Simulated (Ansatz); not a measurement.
Electronic density of states of amorphous Si₂₄O₄₉Zn, density 2.27 g/cm³, on a 2×2×2 Γ-centred mesh with a Gaussian width of 0.1 eV; energies count from the Fermi level, whose place inside the gap is arbitrary. Cell and mesh are small, so fine structure isn't converged. Computed with PBE, scalar-relativistic without spin-orbit coupling (plane waves to 420 eV, PAW; Ansatz, an electronic-structure program). Sampling: a 2×2×2 Γ-centred mesh; Fermi-Dirac width 0.02 eV; no spin polarisation. At PBE the levels at the filled edge of the gap are localised (band-tail or defect states), and the nearest spread-out levels lie 5.1 eV apart at the zone centre.

It comes from a melt-quench run on a machine-learned potential (CHGNet), relaxed afterwards by DFT. O atoms were pushed apart under 1.9 Å during the dynamics, to hinder bonds among them. The hot cell started wider than the set density and was brought back towards it in steps. It is the lowest in DFT energy of 2 quenches. It is a model cell: composition and starting density were chosen by hand, and all elements were melted together. No dispersion term was used. Its density started from a set value of 2.27 and ended at 2.27 g/cm³. The simulated quench (nominally 480 K/ps over its main leg) is rapid and tends to freeze in more defects than a deposited or slowly cooled glass has. One small periodic cell is one sample of the glass; other quenches scatter about these values. The volume was held where the preparation left it and the shape relaxed, at a PBE pressure of 0.0 GPa.

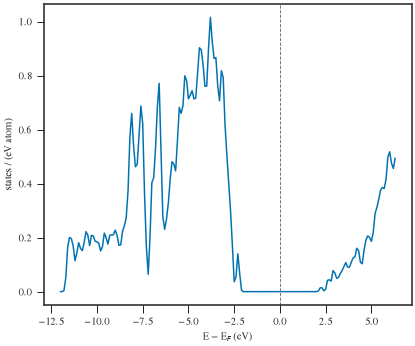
Density of states per atom

The level gap on this mesh is 4.54 eV; the broadening fills part of it in the curve.
